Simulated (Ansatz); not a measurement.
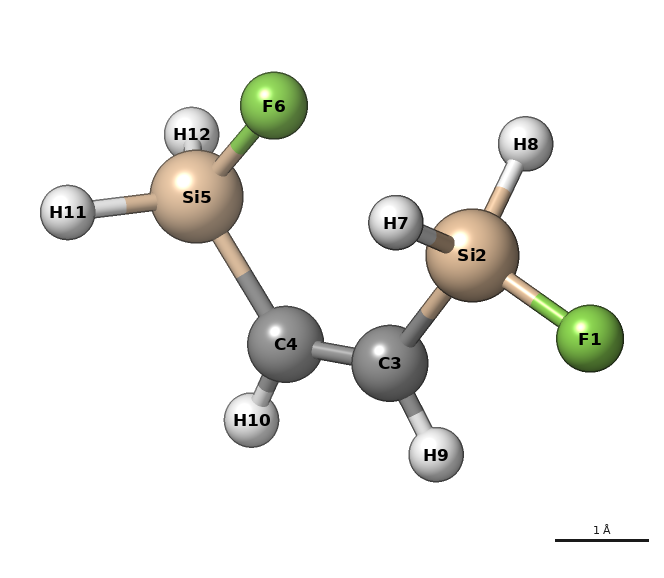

The atoms are numbered. The geometry was computed by an optimisation with PBE-D4/def2-SVP. No frequency run is at hand to confirm it as a minimum.

Question: What is the geometry at Si5?

Answer: Si5 has 4 neighbours (C4 at 1.87, F6 at 1.66, H11 at 1.50, H12 at 1.50 Å); the arrangement is tetrahedral.

Question: How are the neighbours of atom 3 arranged?

Answer: C3 has 3 neighbours (Si2 at 1.89, C4 at 1.36, H9 at 1.11 Å); the arrangement is trigonal planar.

Question: How are the neighbours of atom 2 arranged?

Answer: Si2 has 4 neighbours (F1 at 1.65, C3 at 1.89, H7 at 1.50, H8 at 1.50 Å); the arrangement is tetrahedral.

Question: How are the neighbours of atom 4 arranged?

Answer: C4 has 3 neighbours (C3 at 1.36, Si5 at 1.87, H10 at 1.11 Å); the arrangement is trigonal planar.

Question: What is the dihedral angle Si2–C3–C4–Si5?

Answer: 0° in size, that is syn (eclipsed).
